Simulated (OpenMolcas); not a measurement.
CH5AlO (SMILES [CH3][AlH][OH]): the energy, rung by rung

CH5AlO: 8 atoms, total charge 0, spin state singlet. As SMILES, `[CH3][AlH][OH]`. Geometry: relaxed at PBE0-D4/def2-TZVP. This is one conformer, not always the lowest.

```xyz
8

C    -0.7779    0.9822   -0.0709
Al    0.5797   -0.3942   -0.2399
O     0.5446   -1.6764    0.8768
H    -0.3251    1.9545    0.1493
H    -1.4914    0.7554    0.7243
H    -1.3357    1.1050   -1.0048
H     1.7168   -0.3945   -1.3502
H     1.1812   -2.3891    0.8595
```

Each level gives the energy change with the C1–H4 bond stretched from 1.095 to 1.259 Å (eV). The values are calculated.

| level | kind | program | value (eV) | less CCSD(T)/aug-cc-pVDZ | CPU time (all runs) |
| --- | --- | --- | --- | --- | --- |
| HF/aug-cc-pVDZ (restricted) | Hartree–Fock | OpenMolcas | 0.35 | +0.08 | 33 s |
| SVWN5/aug-cc-pVDZ (restricted) | LDA | OpenMolcas | 0.26 | -0.01 | 84 s |
| TPSS/aug-cc-pVDZ (restricted) | meta-GGA | OpenMolcas | 0.27 | 0.00 | 2.9 min |
| r2SCAN/aug-cc-pVDZ (restricted) | meta-GGA | OpenMolcas | 0.30 | +0.03 | 2.5 min |
| BHLYP/aug-cc-pVDZ (restricted) | global hybrid | OpenMolcas | 0.34 | +0.07 | 1.7 min |
| M06-2X/aug-cc-pVDZ (restricted) | hybrid meta-GGA | OpenMolcas | 0.31 | +0.04 | 2.6 min |
| PBE0/aug-cc-pVDZ (restricted) | global hybrid | OpenMolcas | 0.30 | +0.03 | 1.8 min |
| CCSD(T)/aug-cc-pVDZ (Cholesky decomposition) (restricted) | coupled cluster or CI | OpenMolcas | 0.27 | 0.00 | 14 min |

CCSD(T)/aug-cc-pVDZ (Cholesky decomposition) (restricted) is the highest level here, not the true value. The first shape isn't each level's own minimum. The values span 0.26 to 0.35 eV. CPU times are rough (shared hosts, several kinds of processor and program).

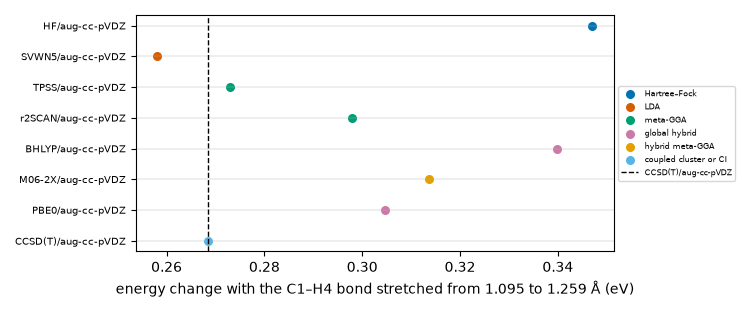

The values of the table, level by level.
